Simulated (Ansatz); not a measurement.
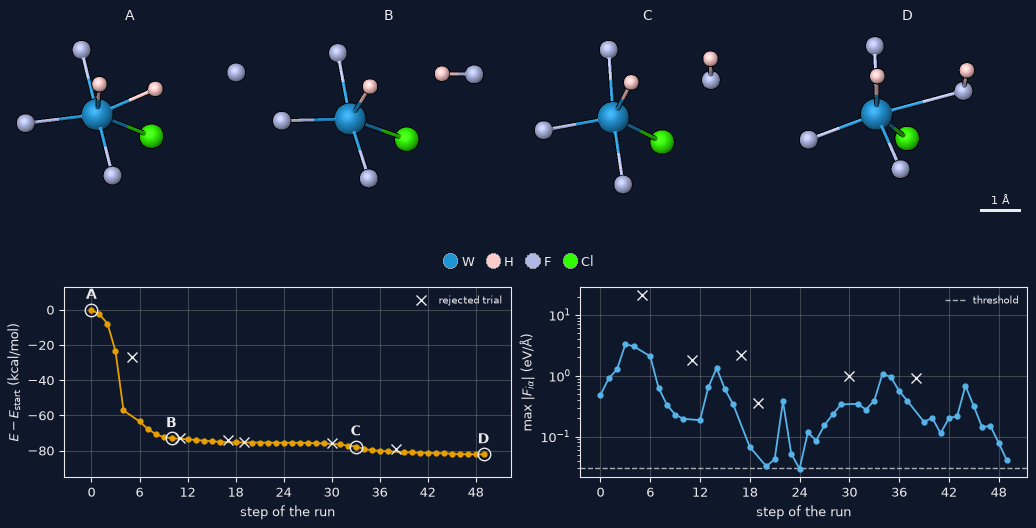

Frames of a relaxation of WH2ClF4 (multiplicity 2), marked on the history of the run. Style: ball-and-stick. Shown from a free direction.

The run prepares an end point of a later path (reaction) calculation, from a guessed geometry.

Theory: Ansatz 0.2.0, UKS B3LYP-D4/def2-SVP. (collinear spin; force threshold 0.03 eV/Å; at most 50 steps)

**Describe the path.**

The relaxation stopped without meeting its thresholds, so the last structure isn't shown to be converged. It used up its limit of 50 steps. The energy falls by 82.1 kcal/mol in 43 accepted moves (49 points after the start). The largest force component goes from 0.48 to 0.041 eV/Å. The line search rejected the trial steps at points 5, 11, 17, 19, 30, 38 of the run. The forces were under the threshold at step 24, but the run went on from there. The largest move after the best rigid fit is that of an F atom, 1.35 Å. By element the largest moves are F 1.35 Å, H 1.14 Å, Cl 0.64 Å, W 0.07 Å. Some distances before and after: F–W 3.719 → 2.317 Å, F–H 2.107 → 0.937 Å, H–W 1.714 → 2.778 Å, Cl–W 2.308 → 2.361 Å. New bonds form, among them: F–H (2.11 → 0.94 Å), F–W (3.72 → 2.32 Å). Bonds break, among them: H–W (1.71 → 2.78 Å). Among the angles between lasting bonds that change: Cl–W–F 137.0° → 101.8°, H–W–F 82.8° → 102.8°, F–W–F 89.3° → 107.4°. Cost: 2.2 min on 4 threads of INTEL(R) XEON(R) PLATINUM 8581C CPU @ 2.30GHz (Emerald Rapids) (shared host), peak memory 0.51 GiB. From step 0 to 10: an H atom moves most (0.91 Å), energy −72.9 kcal/mol. From step 10 to 33: an F atom moves most (0.62 Å), energy −4.72 kcal/mol. From step 33 to 49: an F atom moves most (0.72 Å), energy −4.46 kcal/mol.

```tsv
step	E − E(0), kcal/mol	largest force component, eV/Å	note
0	0.00	0.4849	
1	-2.56	0.9071	
2	-7.82	1.2785	
3	-23.48	3.2938	
4	-57.10	3.0590	
5	-27.03	20.9482	rejected
6	-63.40	2.0889	
7	-67.53	0.6332	
8	-70.50	0.3356	
9	-72.31	0.2297	
10	-72.91	0.1958	
12	-73.51	0.1864	
14	-74.27	1.3379	
16	-74.96	0.3379	
18	-75.32	0.0674	
20	-75.36	0.0324	
22	-75.44	0.3792	
24	-75.49	0.0295	
26	-75.52	0.0855	
28	-75.73	0.2317	
31	-76.44	0.3461	
33	-77.63	0.3883	
35	-79.74	0.9567	
37	-80.35	0.3869	
39	-80.85	0.1746	
41	-81.14	0.1132	
43	-81.44	0.2169	
45	-81.75	0.3180	
47	-82.03	0.1504	
49	-82.09	0.0406
```
